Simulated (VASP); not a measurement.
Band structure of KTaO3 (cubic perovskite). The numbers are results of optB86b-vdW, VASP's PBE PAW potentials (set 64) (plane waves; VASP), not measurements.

Unless said otherwise, spin-orbit coupling is left out, though it shifts the bands of the heavy elements here.

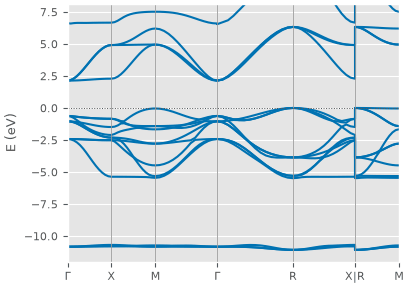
*Bands along high-symmetry lines, zero at the valence-band maximum or, without a gap, the Fermi level*

Question: Read the plot: is there a gap, and where are the band edges?

Answer: The gap is indirect, 2.14 eV, from the valence maximum at R to the conduction minimum at Γ. (Edges off the drawn lines would not show.)

Measured: gap 3.64 eV (computed value off by -1.50 eV), as given by Burak Himmetoglu et al., Journal of Physics Condensed Matter (2016), arXiv:1601.06205.

The compound is KTaO3 in the cubic perovskite structure. It was relaxed first.
